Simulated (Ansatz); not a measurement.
# H5OPSi (SMILES OP[SiH3]): what the fields show

```xyz
8

O    -1.1141    0.2839   -1.5329
P    -0.4296    1.1634   -0.2245
Si    0.5636   -0.6226    0.8487
H    -2.0436    0.5747   -1.6128
H     0.8088    1.5723   -0.8541
H     1.5087   -0.0901    1.8906
H     1.3093   -1.5182   -0.0972
H    -0.5111   -1.4208    1.5263
```

All numbers below come from RKS BLYP/def2-SVP (Ansatz 0.2.0).

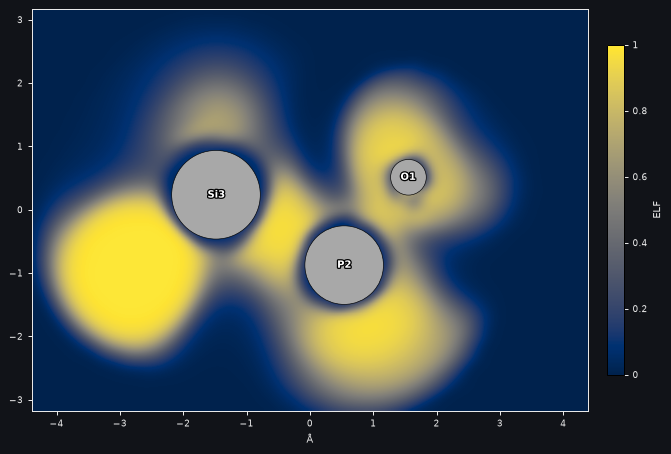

Figure 1. ELF on the plane of atoms O1, P2 and Si3. Grey discs cover the atomic cores.

### Describe what can be read from this map.

Atoms in the plane: O, P and Si.
P–O (1.72 Å): the ELF peaks at about 0.85 between the atoms; a shared but strongly polarised pair.
Si–P (2.31 Å): the ELF peaks at about 0.95 between the atoms, as expected for a shared electron pair.
The ELF also peaks beside P2 and O1, away from the bonds: lone-pair regions.

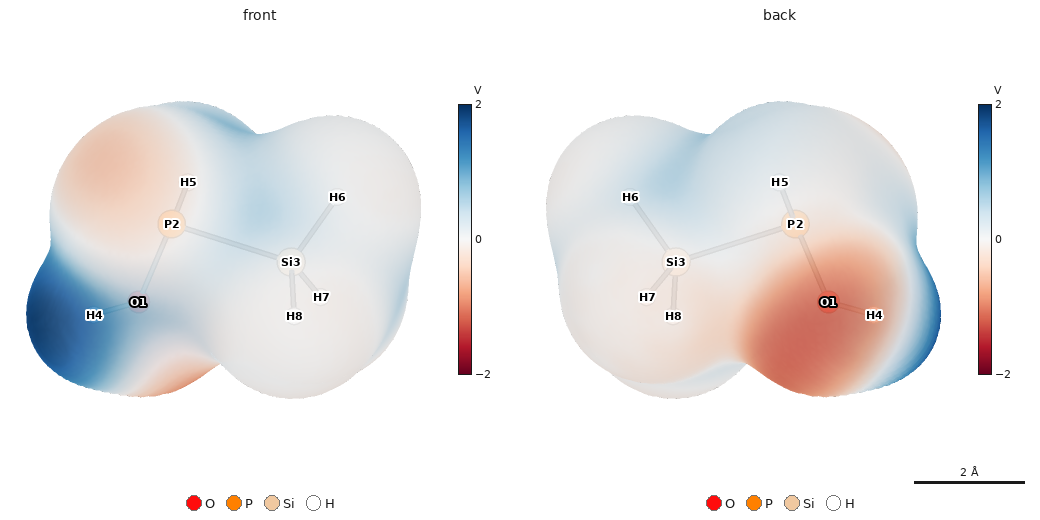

Figure 2. The molecular electrostatic potential painted on the density surface at 0.001 e/bohr³, seen from the front and from behind; the colour scale runs from red (negative) to blue (positive).

### Where is the surface potential most negative and most positive?

The most negative region (about −1.2 V) lies over O1, the most positive (about +1.9 V) over H4. O1 is the likeliest acceptor of a hydrogen bond.

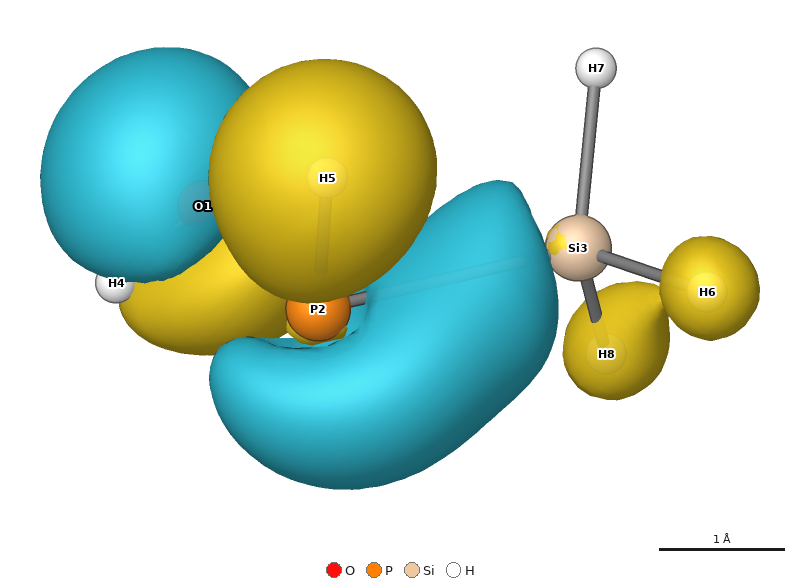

Figure 3. The HOMO−1 at ±0.1 Å⁻³ᐟ² (yellow and cyan are the two phases), seen from one side.

### Describe this orbital and give its energy.

Its weight (Hirshfeld) is mainly on O1 (about 50 %), P2 (about 20 %), H5 (about 10 %) and Si3 (about 5 %). Its energy is −6.47 eV.

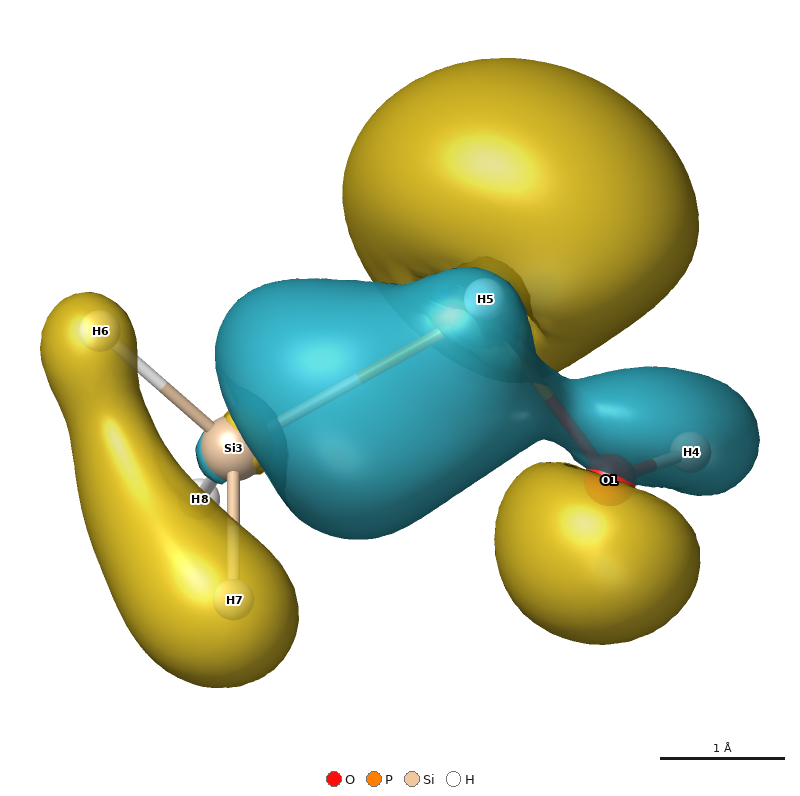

Figure 4. The HOMO at ±0.08 Å⁻³ᐟ² (yellow and cyan are the two phases), seen at an oblique angle.

### Where does this orbital lie, and at what energy?

Its weight (Hirshfeld) is mainly on P2 (about 60 %), O1 (about 20 %) and Si3 (about 15 %). Its energy is −5.68 eV.
